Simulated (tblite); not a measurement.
**Run report: GePH$_{3}$Cl (charge −1), frequency calculation**

GePH$_{3}$Cl, charge −1, SMILES [PH2][GeH-][Cl], computed with GFN2-xTB, R-SCC (tblite 0.8.0).

The geometry was optimised with GFN2-xTB.

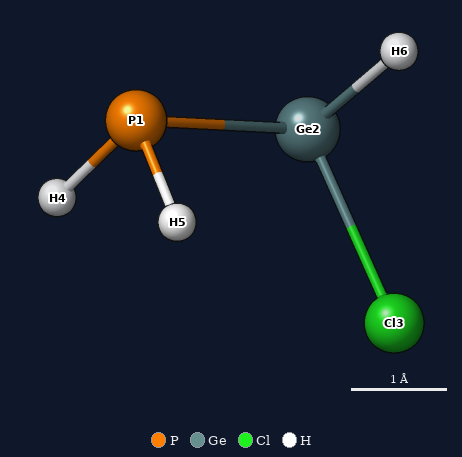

The input geometry (ball-and-stick view, seen at a tilt; atoms are numbered from 1 in the order of the input). Sticks mark near contacts.

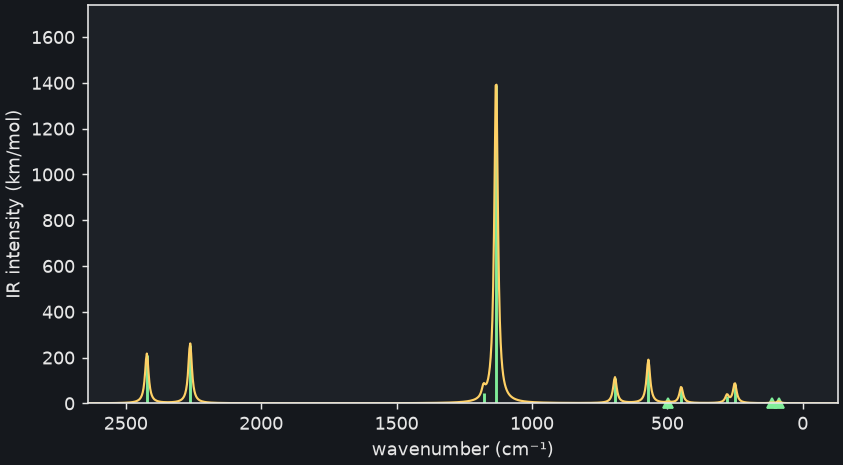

Harmonic infrared spectrum, unscaled: sticks (degenerate modes added up, dark ones marked on the axis) with a Lorentzian envelope of 16 cm⁻¹ full width, scaled to the tallest stick. 12 modes from 89 to 2422 cm⁻¹, none imaginary. The strongest line is at 1132 cm⁻¹ (1392 km/mol). All modes, in cm⁻¹ (km/mol): 89 (7.9), 115 (2.4), 251 (84), 279 (32), 449 (69), 496 (3.8), 570 (183), 693 (110), 1132 (1392), 1179 (45), 2262 (253), 2422 (209).

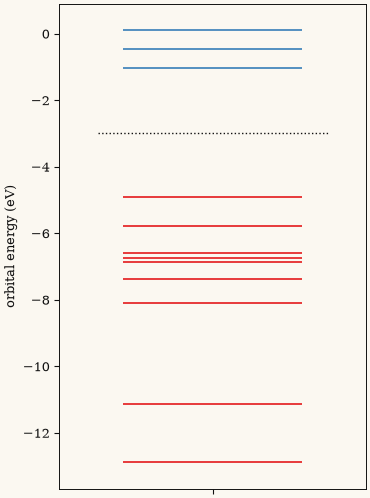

Orbital energies near the frontier; the dotted line parts filled from empty levels, and levels within 0.02 eV of each other stand side by side. Highest filled −4.91 eV, lowest empty −1.04 eV, 3.87 eV apart.

The input and output of the run follow.

## Input file (script.py)
```python
import json
import numpy as np
from tblite.interface import Calculator
from tblite.interface import symbols_to_numbers
from ase.data import atomic_masses

symbols = list(map(str, np.loadtxt("molecule.xyz", skiprows=2, usecols=0, dtype=str, ndmin=1)))
numbers = np.array(symbols_to_numbers(symbols))
positions = np.loadtxt("molecule.xyz", skiprows=2, usecols=(1, 2, 3), ndmin=2) / 0.529177210903

xtb = Calculator("GFN2-xTB", numbers, positions, charge=-1, uhf=0)
xtb.set("verbosity", 0)
xtb.set("accuracy", 0.01)
res = xtb.singlepoint()
h = 0.005  # bohr
n = positions.size
H, D = np.zeros((n, n)), np.zeros((n, 3))
for a in range(n):
    g, d = [], []
    for sign in (1, -1):
        x = positions.ravel().copy()
        x[a] += sign * h
        xtb.update(x.reshape(-1, 3))
        y = xtb.singlepoint()
        g.append(y.get('gradient').ravel())
        d.append(y.get('dipole'))
    H[a], D[a] = (g[0] - g[1]) / (2 * h), (d[0] - d[1]) / (2 * h)
mass = np.repeat(atomic_masses[numbers], 3)
H = (H + H.T) / 2 / np.sqrt(np.outer(mass, mass))
# project out translations and rotations
com = positions - atomic_masses[numbers] @ positions / atomic_masses[numbers].sum()
T = [np.tile(v, len(numbers)) for v in np.eye(3)] + [np.cross(com, v).ravel() for v in np.eye(3)]
U, sv, _ = np.linalg.svd((np.array(T) * np.sqrt(mass)).T)
Q = U[:, (sv > 1e-3 * sv.max()).sum():]
w, V = np.linalg.eigh(Q.T @ H @ Q)
freq = np.sign(w) * np.sqrt(np.abs(w)) * 5140.487
inten = (((Q @ V).T / np.sqrt(mass)) @ D) ** 2
inten = inten.sum(axis=1) * 974.88
print(f"E = {res.get('energy'):.8f} Eh, max gradient {np.abs(res.get('gradient')).max():.2e} Eh/bohr")
print("mode   frequency/cm^-1   IR/(km/mol)")
for i, (v, s) in enumerate(zip(freq, inten), 1):
    print(f"{i:4d} {v:14.2f} {s:14.3f}")
zpe = freq[freq > 0].sum() / 2 / 219474.63
print(f"imaginary modes: {(freq < -10).sum()}, zero-point energy {zpe:.6f} Eh = {zpe * 2625.4996:.4f} kJ/mol")
out = {k: np.asarray(res.get(k)).tolist() for k in ("energy", "gradient", "charges", "dipole", "orbital-energies", "orbital-occupations")}
out.update(symbols=symbols, positions=(positions * 0.529177210903).tolist(), frequencies=freq.tolist(), intensities=inten.tolist(), zpe=zpe)
json.dump(out, open("results.json", "w"))
```

## File molecule.xyz
```
6
start geometry
P     -0.276678     0.016265    -1.356038
Ge     0.673989    -0.988605     0.634507
Cl    -0.200996     0.416674     2.234854
H     -1.505182    -0.592881    -1.188376
H     -0.722753     1.149290    -0.727388
H      2.031610    -0.000743     0.402440
```

Command:
```bash
python script.py
```

## The program's output
```
E = -10.82593765 Eh, max gradient 2.34e-05 Eh/bohr
mode   frequency/cm^-1   IR/(km/mol)
   1          88.93          7.928
   2         115.12          2.367
   3         250.61         84.002
   4         279.42         32.489
   5         448.58         68.524
   6         496.22          3.799
   7         570.01        183.164
   8         693.45        109.505
   9        1132.29       1391.752
  10        1178.79         44.577
  11        2262.34        253.195
  12        2422.25        209.462
imaginary modes: 0, zero-point energy 0.022640 Eh = 59.4424 kJ/mol
```

## Summary

```json
{"quantity": "outcome", "value": "converged"}
{"quantity": "total energy", "value": "−10.825938 hartree"}
{"quantity": "basis functions", "value": "30"}
{"quantity": "largest force", "value": "0.001 eV/Å"}
{"quantity": "HOMO", "value": "−4.91 eV"}
{"quantity": "LUMO", "value": "−1.04 eV"}
{"quantity": "zero-point energy", "value": "0.022640 hartree"}
{"quantity": "wavenumbers, lowest and highest", "value": "89 and 2422 cm⁻¹"}
{"quantity": "hardware", "value": "1 thread of Intel Xeon @ 2.70GHz, 189 GiB of memory available, shared host"}
{"quantity": "wall time", "value": "0.55 s"}
{"quantity": "peak memory", "value": "0.068 GiB"}
```
